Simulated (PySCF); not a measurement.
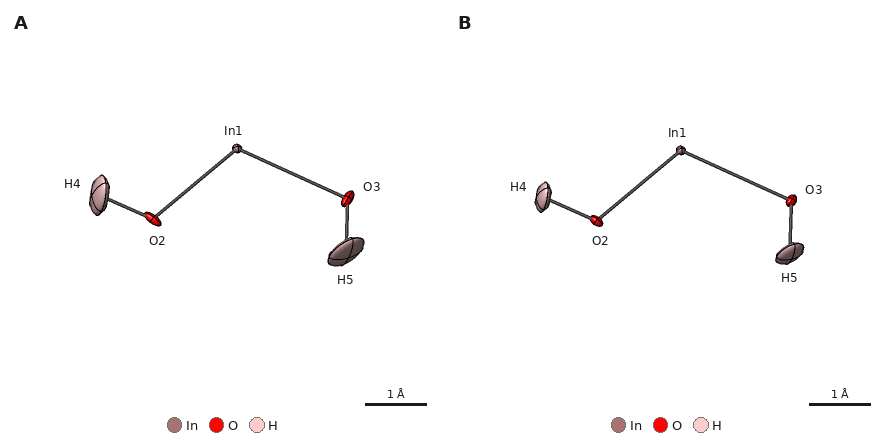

Displacement ellipsoids at the 50 % level, scaled by 0.7, from the internal vibrations of the free molecule (harmonic, no overall translation or rotation; no half-axis is drawn under 0.075 Å). State: neutral, doublet. Vibrations computed with UKS-based PBE0, In def2-TZVP with ECP28, O def2-TZVP, H def2-TZVP; scalar-relativistic core potentials; density fitting (PySCF 2.14.0). One panel is for 298 K, the other for 600 K.

**Which panel is for 600 K?**

A.

**How much does the mean-square displacement of O2 grow, and why?**

U_eq goes from 0.0047 to 0.0090 Å², a factor of 1.9. Modes below kT (417 cm⁻¹ at 600 K) grow about in proportion to T, and the lowest lies at 121 cm⁻¹; the mean-square amplitude of a mode is its zero-point value times coth(ħω/2kT), which comes close to 1 only above about 3kT.
